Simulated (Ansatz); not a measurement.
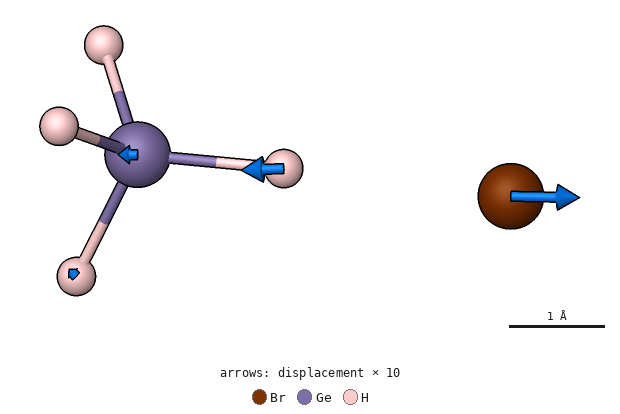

A relaxation of GeH$_{4}$Br (charge −1). The starting structure is drawn; blue arrows show the displacements, magnified 10 times. The two geometries are superimposed by the best rigid fit.

A ball-and-stick model, seen at a tilt.

Computed with RKS PBE0-D4/def2-TZVPD in Ansatz.

Input file:
```yaml
crystal:
  periodic: [false, false, false]
  atoms:
    - {symbol: Br, position_ang: [-0.063626, 0.179595, -3.385847]}
    - {symbol: Ge, position_ang: [0.010853, -0.030879, 0.618182]}
    - {symbol: H, position_ang: [-1.254822, 0.560871, 1.315998]}
    - {symbol: H, position_ang: [1.220976, 0.716753, 1.262538]}
    - {symbol: H, position_ang: [-0.027719, 0.074512, -0.945061]}
    - {symbol: H, position_ang: [0.114338, -1.500753, 1.134089]}
basis:
  gaussian: {orbitals: def2-TZVPD}
total_charge: -1
hamiltonian: {xc: pbe0, dispersion: d4}
relax: {f_tol: 0.005, max_steps: 200}
```

Launched with:
```bash
ansatz run in.yaml --threads 4 --pin off --events-out ev --progress --plain --max-ram 9574MiB
```

Question: Describe the change and its energy.

Answer: After 4 geometry steps the energy has fallen by 1.00 kJ/mol. The largest force component goes from 0.3 to 0.0013 eV/Å. The atom that moves furthest after the best rigid fit is Br1 (0.075 Å). By element the largest moves are Br 0.075 Å, H 0.047 Å, Ge 0.022 Å. Among the contacts that change: Ge2–H5 1.567 → 1.543 Å, Ge2–H3 1.562 → 1.547 Å.

Limits of the set-up: the start holds two separate molecules, 2.4 Å apart at their closest, whose relative position is a soft coordinate.
